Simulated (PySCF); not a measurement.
C₂H₁₁B₂NSi

The calculation's input:

```
{"job": {"kind": "nmr", "xc": "PBE0", "basis": "pcSseg-1"}, "charge": 0, "multiplicity": 1}
C     -1.789835     0.962619     0.506134
B     -0.933993    -0.283054     0.024342
C     -1.312591    -0.891728    -1.390562
B      0.265952    -0.930217     0.966313
N      1.602037    -0.493042     0.878483
Si     2.354437     0.686592    -0.151804
H     -1.212325     1.688544     1.076088
H     -2.299110     1.489319    -0.299397
H     -2.565661     0.597374     1.180942
H     -0.670420    -0.415423    -2.133407
H     -2.339285    -0.695662    -1.696085
H     -1.132886    -1.961720    -1.474441
H      0.062003    -1.784012     1.761902
H      2.260791    -0.950606     1.495487
H      3.105721    -0.003055    -1.209963
H      1.318679     1.542148    -0.722787
H      3.279488     1.453953     0.691471
```

Command:

```sh
OMP_NUM_THREADS=1 python probes_run.py task.json out
```

Geometry: GFN2-xTB.

All numbers below come from PBE0/pcSseg-1, SCF density, gas phase, non-relativistic (PySCF).

### Predict the electron density and electron localisation function between the atoms.

B–N (1.41 Å): ρ at the midpoint is about 1.9 e/Å³; the ELF peaks at about 0.95 between the atoms; a polar covalent bond.
B–B (1.66 Å): ρ is about 1.2 e/Å³ halfway; the ELF peaks at about 1 between the atoms, as expected for localised, covalent bonding.
Si–N (1.74 Å): ρ at the midpoint is about 1.1 e/Å³; the ELF peaks at about 0.90 between the atoms: a polar covalent bond.
N–H (1.01 Å): the density is about 2.8 e/Å³ at the midpoint; the ELF climbs to about 1 towards the hydrogen, as it does in any bond to H: an ordinary covalent bond to hydrogen.

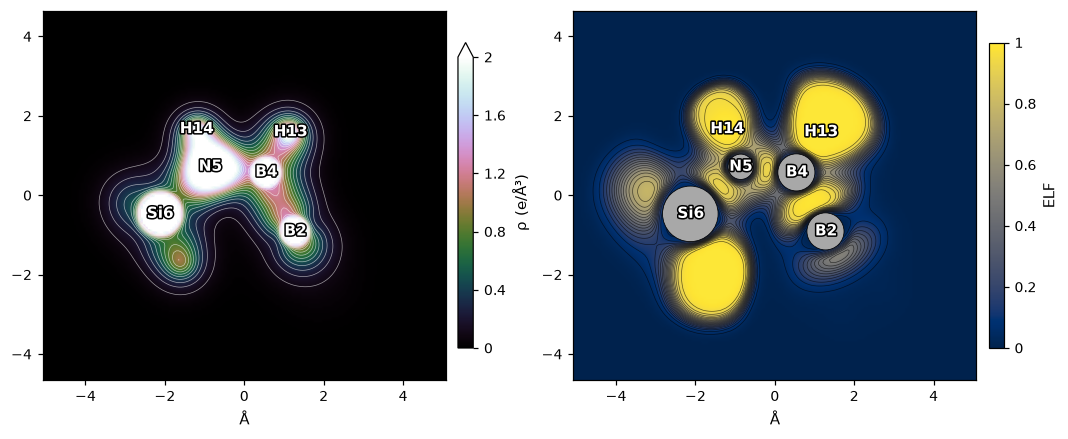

Computed electron density and electron localisation function on the plane of atoms B2, B4 and H13, in this order. Grey discs cover the atomic cores in the ELF map. 
